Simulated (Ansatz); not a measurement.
# AlH4 (doublet): one geometry, many settings at distance Al1–H4 along a hydrogen transfer = 2.081 Å

What do other methods and options give for AlH4 (doublet) at this geometry, and how long do they take?

Computed with Ansatz 0.2.0, Gaussian basis. Level: the settings change from run to run.

6 further runs of the same task are left out: 1 for a mislabelled method, 4 that didn't finish, 1 set aside as unsound or not needed.

### 1 The system

The geometry derives from fragments relaxed apart (PBE0/def2-TZVP) and kept rigid, so it is no stationary point. A hydrogen atom is moved between rigid fragments.

5 atoms, charge 0, spin multiplicity 2.

Atoms are counted from 1 here; the program's logs count them from 0.

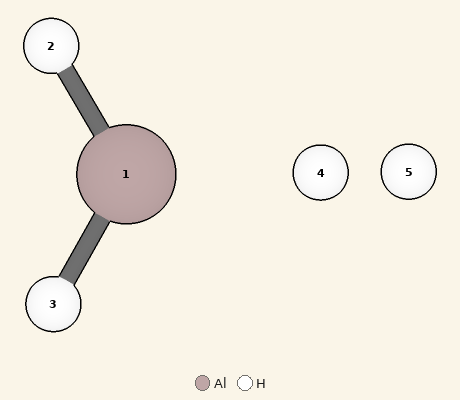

The structure; aluminium light grey, hydrogen white; atoms are numbered from 1 in the order of the file.

Coordinates:

```
Al   -0.11437    0.00000    0.00000
H    -0.90730    1.37338    0.00000
H    -0.90730   -1.37338    0.00000
H     1.96663    0.00000    0.00000
H     2.90963    0.00000    0.00000
```

### 2 HF/6-31G

Contents of in.yaml:

```yaml
crystal:
  periodic: [false, false, false]
  atoms:
    - {symbol: Al, position_ang: [-0.114373, 0.000000, 0.000000]}
    - {symbol: H, position_ang: [-0.907297, 1.373384, 0.000000]}
    - {symbol: H, position_ang: [-0.907297, -1.373384, 0.000000]}
    - {symbol: H, position_ang: [1.966627, 0.000000, 0.000000]}
    - {symbol: H, position_ang: [2.909627, 0.000000, 0.000000]}
basis:
  gaussian: {orbitals: 6-31G, fitting: {mean_field: def2-universal-jkfit}}
magnetization: {spin_polarized: false, initial_magnetization: 1}
hamiltonian: {xc: hf}
scf: {lower_state_search: full}
output: {orbitals: {seedname: orbitals}}
```

On the command line:

```console
> ansatz run in.yaml --threads 1 --pin off --events-out ev --progress --plain --max-ram 2393MiB
```

Log:

```text
Functional definition: HF
  name "HF"
  cite "Fock, Z. Phys. 61, 126 (1930) doi:10.1007/BF01340294"
  parent pbe
  exchange = exact_x
  correlation = 0
200 factors; integrals over basis functions are off by at most 9.9e-2 eV
mean field evaluation 1: about -6641.1899 eV, gradient 6.2e0 eV
mean field evaluation 2: about -6641.6011 eV, gradient 1.6e0 eV
mean field evaluation 4: about -6641.6447 eV, gradient 1.1e-1 eV
mean field evaluation 8: about -6640.8985 eV, gradient 2.8e0 eV
mean field evaluation 16: about -6640.4716 eV, gradient 1.3e0 eV
mean field evaluation 32: about -6623.2413 eV, gradient 3.0e1 eV
mean field -6641.64515084 eV, -244.0759574246 hartree, gradient 3.6e-6 eV, S^2 0.750000; 3 other end points of the search recorded, 0 dependent functions left out
reference -6641.64515084 eV, -244.0759574246 hartree; 9, 8 occupied and 12, 13 virtual orbitals, 200 factors
Total energy: -6641.64515084 eV, -244.0759574246 hartree
```

It took 0.18 s on 1 thread of AMD EPYC 7R43, shared host.

### 3 MP2 on UHF/6-31G

in.yaml: that of step 2 with these lines changed.

```diff
@@ -9,6 +9,4 @@
 basis:
-  gaussian: {orbitals: 6-31G, fitting: {mean_field: def2-universal-jkfit}}
-magnetization: {spin_polarized: false, initial_magnetization: 1}
-hamiltonian: {xc: hf}
-scf: {lower_state_search: full}
-output: {orbitals: {seedname: orbitals}}
+  gaussian: {orbitals: 6-31G}
+magnetization: {spin_polarized: true, initial_magnetization: 1}
+correlation: {method: mp2, electrons: outside_noble_gas}
```

The command is unchanged.

Log:

```text
Functional definition: HF
  name "HF"
  cite "Fock, Z. Phys. 61, 126 (1930) doi:10.1007/BF01340294"
  parent pbe
  exchange = exact_x
  correlation = 0
266 factors; integrals over basis functions are off by at most 7.0e-4 eV
mean field evaluation 1: about -6641.1844 eV, gradient 5.6e0 eV
mean field evaluation 2: about -6641.1867 eV, gradient 5.6e0 eV
mean field evaluation 4: about -6641.7548 eV, gradient 8.5e-1 eV
mean field evaluation 8: about -6641.7786 eV, gradient 2.0e-3 eV
mean field -6641.77856479 eV, -244.0808602969 hartree, gradient 2.9e-6 eV, S^2 0.780149; 0 other end points of the search recorded, 0 dependent functions left out
5 core orbitals not correlated: weight in the atoms' cores, before any rotation towards them, 1.000 or more for the frozen orbitals, at most 0.000 for the correlated occupied ones
reference -6641.77856479 eV, -244.0808602969 hartree; 4, 3 occupied and 12, 13 virtual orbitals, 266 factors
second order -1.30003576 eV of doubles, -0.00000000 eV of singles
Total energy: -6643.07860056 eV, -244.1286357301 hartree
```

Wall time 0.18 s (1 thread of AMD EPYC 7R43, shared host).

From the report: ⟨S²⟩ of the determinant 0.780 (pure doublet: 0.75).

### 4 BCCD on ROHF/6-31G

in.yaml: that of step 3 with these lines changed.

```diff
@@ -10,3 +10,5 @@
   gaussian: {orbitals: 6-31G}
-magnetization: {spin_polarized: true, initial_magnetization: 1}
-correlation: {method: mp2, electrons: outside_noble_gas}
+magnetization: {spin_polarized: false, initial_magnetization: 1}
+correlation: {method: bccd, electrons: outside_noble_gas}
+scf: {omitted_lower_state_checks: [cluster_reference]}
+output: {forces: true}
```

Launched as before.

Log, cut to the lines that bear on the results:

```text
Functional definition: HF
  name "HF"
  cite "Fock, Z. Phys. 61, 126 (1930) doi:10.1007/BF01340294"
  parent pbe
[...]
266 factors; integrals over basis functions are off by at most 7.0e-4 eV
[...]
mean field -6641.64497270 eV, -244.0759508779 hartree, gradient 2.2e-6 eV, S^2 0.750000; 2 other end points of the search recorded, 0 dependent functions left out
5 core orbitals not correlated: weight in the atoms' cores, before any rotation towards them, 1.000 or more for the frozen orbitals, at most 0.000 for the correlated occupied ones
reference -6641.64497270 eV, -244.0759508779 hartree; 4, 3 occupied and 12, 13 virtual orbitals, 266 factors
second order -1.37427956 eV of doubles, -0.04666392 eV of singles
cycle   1  -1.84963677 eV  change   -4.3e-1 eV  update   6.0e-2
[...]
cycle  13  -2.07569560 eV  change    6.5e-7 eV  update   3.4e-7
[...]
Total energy: -6643.72066830 eV, -244.1522312844 hartree
Atom 0 at    -0.114373     0.000000     0.000000 Å, force     0.125381     0.000000     0.000000 eV/Å
Atom 1 at    -0.907297     1.373384     0.000000 Å, force    -0.414861     0.572496    -0.000000 eV/Å
Atom 2 at    -0.907297    -1.373384     0.000000 Å, force    -0.414861    -0.572496     0.000000 eV/Å
Atom 3 at     1.966627     0.000000     0.000000 Å, force     2.815150    -0.000000     0.000000 eV/Å
Atom 4 at     2.909627     0.000000     0.000000 Å, force    -2.110810     0.000000     0.000000 eV/Å
Dipole moment:     0.035234    -0.000000    -0.000000 e Å
Checks for a lower state left out: cluster_reference
```

Wall time 0.54 s (1 thread of AMD EPYC 7R43, shared host).

From the report: correlation -2.0757 eV; largest double amplitude 0.04.

### 5 BCCD on UHF/cc-pVDZ

in.yaml: that of step 4 with these lines changed.

```diff
@@ -9,6 +9,4 @@
 basis:
-  gaussian: {orbitals: 6-31G}
-magnetization: {spin_polarized: false, initial_magnetization: 1}
-correlation: {method: bccd, electrons: outside_noble_gas}
-scf: {omitted_lower_state_checks: [cluster_reference]}
-output: {forces: true}
+  gaussian: {orbitals: cc-pVDZ}
+magnetization: {spin_polarized: true, initial_magnetization: 1}
+correlation: {method: bccd, electrons: all}
```

Launched as before.

Log, cut to the lines that bear on the results:

```text
Functional definition: HF
  name "HF"
  cite "Fock, Z. Phys. 61, 126 (1930) doi:10.1007/BF01340294"
  parent pbe
[...]
352 factors; integrals over basis functions are off by at most 1.2e-3 eV
[...]
mean field -6642.88692218 eV, -244.1215916796 hartree, gradient 5.9e-6 eV, S^2 0.778544; 1 other end points of the search recorded, 0 dependent functions left out
determinant -6642.88692218 eV, -244.1215916796 hartree, with singles and doubles -6646.18061161 eV, -244.2426325337 hartree
determinant -6641.31365969 eV, -244.0637753496 hartree, with singles and doubles -6644.83588298 eV, -244.1932146681 hartree
reference -6642.88692218 eV, -244.1215916796 hartree; 9, 8 occupied and 29, 30 virtual orbitals, 352 factors
second order -2.48725294 eV of doubles, -0.00000000 eV of singles
cycle   1  -3.29370179 eV  change   -1.2e-5 eV  update   3.3e-3
[...]
cycle   7  -3.29268899 eV  change    4.4e-7 eV  update   1.2e-5
Total energy: -6646.17961117 eV, -244.2425957681 hartree
```

Wall time 1.8 s (1 thread of AMD EPYC 7R43, shared host).

From the report: ⟨S²⟩ of the determinant 0.779 (pure doublet: 0.75); correlation -3.2927 eV; largest double amplitude 0.04.

### 6 The runs in one table

Where basis and cores are those of an earlier FCI/6-31G run (-6643.7535 eV), and the state is the same kind, the miss against it is given.

| level | correlated | functions | energy (eV) | from FCI (meV) | time |
| --- | --- | --- | --- | --- | --- |
| HF/6-31G |  | 21 | -6641.6452 | 2108.3 | 0.18 s |
| MP2 on UHF/6-31G | outside noble gas | 21 | -6643.0786 | 674.9 | 0.18 s |
| BCCD on ROHF/6-31G | outside noble gas | 21 | -6643.7207 | 32.8 | 0.54 s |
| BCCD on UHF/cc-pVDZ | all | 38 | -6646.1796 |  | 1.8 s |

### 7 Summary of results

| quantity | value |
| --- | --- |
| runs | 4 |
| quickest | HF/6-31G, 0.18 s |
| slowest | BCCD on UHF/cc-pVDZ, 1.8 s |

What this shows: Total energies in different bases, with other cores or another treatment of relativity can't be set against each other. BCCD on UHF/cc-pVDZ took 10 times as long as HF/6-31G; the jobs differ in more than the method. Among the correlated runs with a miss given, it spans +33 to +675 meV. Hartree-Fock, CASSCF and CASCI lack dynamic correlation by design.
